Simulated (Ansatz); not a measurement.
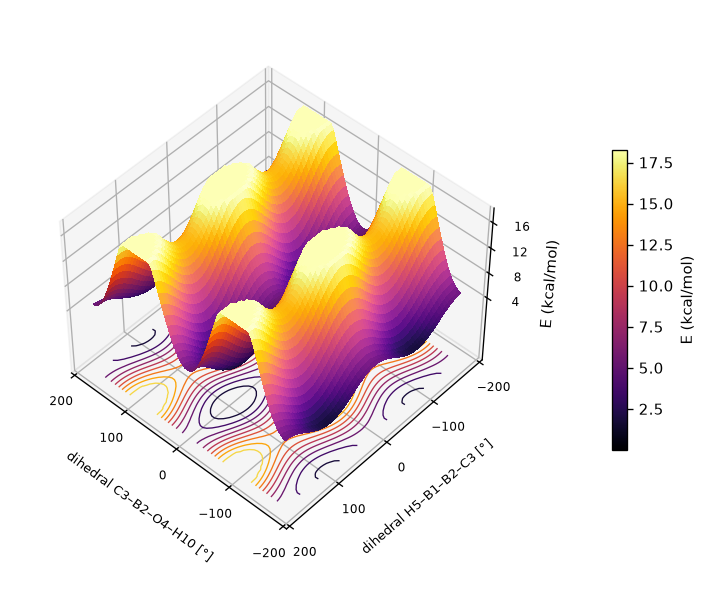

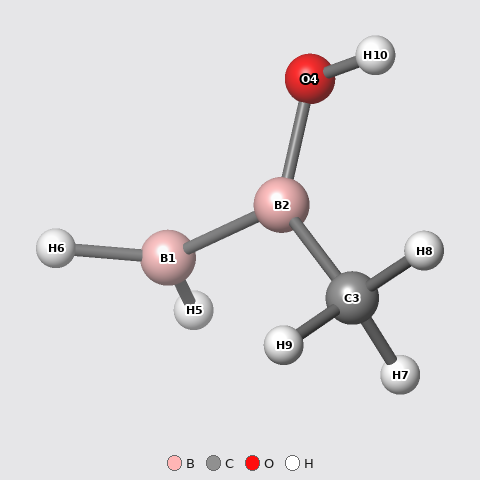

Energy landscape of CH₆B₂O, SMILES BB(C)O. 
- Coordinates scanned: (1) dihedral C3–B2–O4–H10; (2) dihedral H5–B1–B2–C3.
- Nothing is relaxed (all other coordinates rigid).
- Grid: 18 × 18 points.
- Points are written as (first, second).
- Energies are in kcal/mol, from the relaxed molecule at the same level.
- Computed with RKS CAM-B3LYP-D4/def2-SVP in Ansatz.

In the figure: a relief with its contours projected below, any walls above the top of the colour scale cut off. Between grid points the surface is interpolated. The second picture is the structure at the lowest point.

**What does the map say about the system?**

The lowest grid point is at (0°, −80°), 0.12 kcal/mol from the relaxed molecule at the same level; the map holds 2 wells of about this depth. There are further wells near (−180°, 100°) (1.5 kcal/mol above the lowest at that grid point); (−180°, −80°) (1.6 kcal/mol above the lowest at that grid point). The highest grid point, (−80°, −180°), lies 21.8 kcal/mol above the lowest. On the interpolated surface the easiest way out of the lowest well to the well at about (0°, 90°) passes a barrier of about 5.1 kcal/mol. Round the minimum the two coordinates are weakly coupled (coupling −0.13 in units of the two stiffnesses).

Time for the 324 points that were run: 11 min on 1 thread of Intel(R) Xeon(R) 6975P-C (Granite Rapids), with other jobs on the host.
